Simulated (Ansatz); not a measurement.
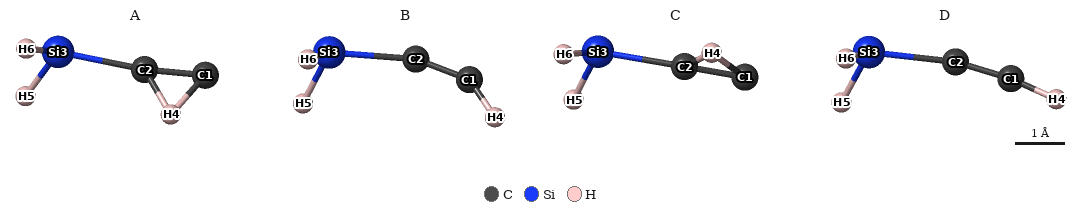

4 geometries from a converged minimum-energy path of C2H3Si (multiplicity 2), shuffled. A ball-and-stick model, seen from a free direction.

These are results of UKS PBE0-D4/def2-SVPD (Ansatz), not measurements. Settings: 5 movable images; climbing image; force threshold 0.05 eV/Å; iteration limit 60; starting path through a guess of the saddle point.

Which frame is the transition state?

A. In order along the path, whose images run from 0 to 6: D (image 1, +0.11 eV), B (image 2, +0.54 eV), A (image 4, +1.99 eV), C (image 6, +1.97 eV). No bond forms or breaks between the ends. Among the angles between lasting bonds that change up to the highest image: C2–C1–H4 179.5° → 60.6°, C1–C2–Si3 174.8° → 172.8°.

The run took 2.2 min on 2 threads of Arm Neoverse V1, with other jobs on the host, peak memory 0.18 GiB.
